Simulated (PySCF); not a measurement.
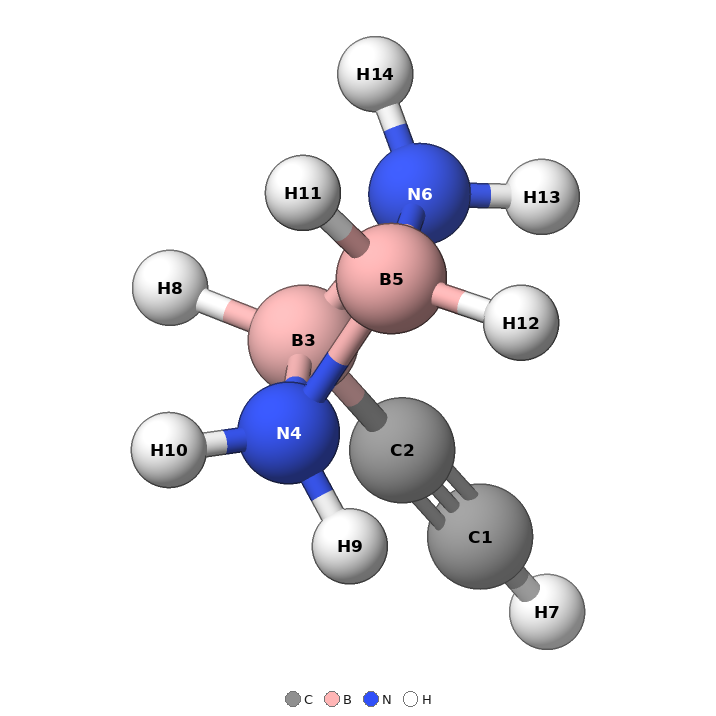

The geometry was computed by an optimisation with GFN2-xTB. No frequency run is at hand to confirm it as a minimum. Level of theory: B3LYP/pcJ-1 indirect spin-spin coupling, non-relativistic, gas phase (PySCF 2.14.0). Isotopes: 11B, 13C, 1H, 15N.

Give the spin–spin coupling constants of these pairs, with the number of bonds between them: B3/N4, N4/H10, B5/H12, B5/N6, C1/B3, N6/H11.

| pair | bonds apart | J (Hz) |
| --- | --- | --- |
| B3, N4 | 1 | −8.7 |
| N4, H10 | 1 | −75.5 |
| B5, H12 | 1 | 117.7 |
| B5, N6 | 1 | −7.7 |
| C1, B3 | 2 | 18.6 |
| N6, H11 | 2 | −0.9 |

The geometry is semi-empirical. Around B such bond lengths and angles can be off by a tenth of an ångström or more and by several degrees, and values that hang on the shape move with them.
